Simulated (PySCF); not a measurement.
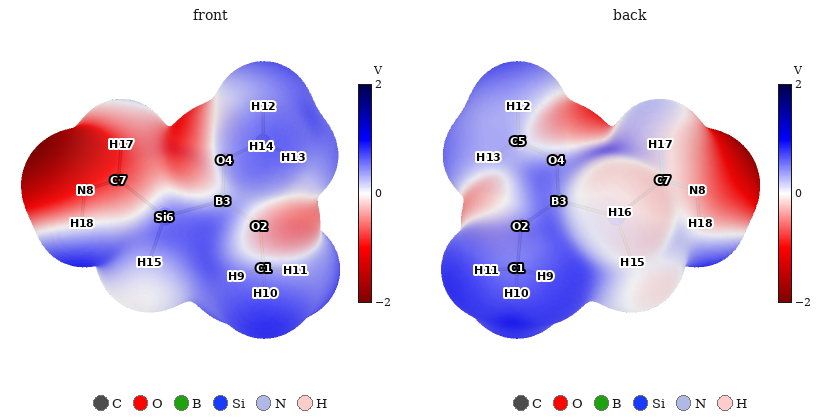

The picture shows: C₃H₁₀BNO₂Si. The molecular electrostatic potential painted on the density surface at 0.001 e/bohr³, seen from the front and from behind; red is negative and blue positive.

Geometry: GFN2-xTB.

The calculation used PBE0/pcSseg-1, SCF density, gas phase, non-relativistic in PySCF.

```xyz
18

C    -1.7972    1.9376   -0.1118
O    -1.6358    0.5480   -0.0440
B    -0.4487   -0.1078   -0.1307
O    -0.4597   -1.4552   -0.0575
C    -1.6255   -2.2344    0.1148
Si    1.3328    0.6950   -0.4078
C     2.7221   -0.5268    0.0518
N     3.6101   -0.4236    0.9389
H    -0.9047    2.4323   -0.5063
H    -2.0080    2.3264    0.8885
H    -2.6478    2.1531   -0.7621
H    -1.5067   -3.1464   -0.4721
H    -2.5121   -1.6905   -0.2137
H    -1.7329   -2.4941    1.1706
H     1.6353    1.9178    0.3712
H     1.6299    1.0869   -1.8008
H     2.7598   -1.4616   -0.5082
H     3.5800    0.4496    1.4676
```

### Describe the electrostatic potential map.

The most negative region (about −1.9 V, or −44 kcal/mol for a unit charge) lies over N8, the most positive (about +0.9 V, or +21 kcal/mol for a unit charge) over C1, H11 and H18. N8 is the likeliest acceptor of a hydrogen bond.

### What dipole moment does the calculation give?

Its dipole moment is 4.15 D.
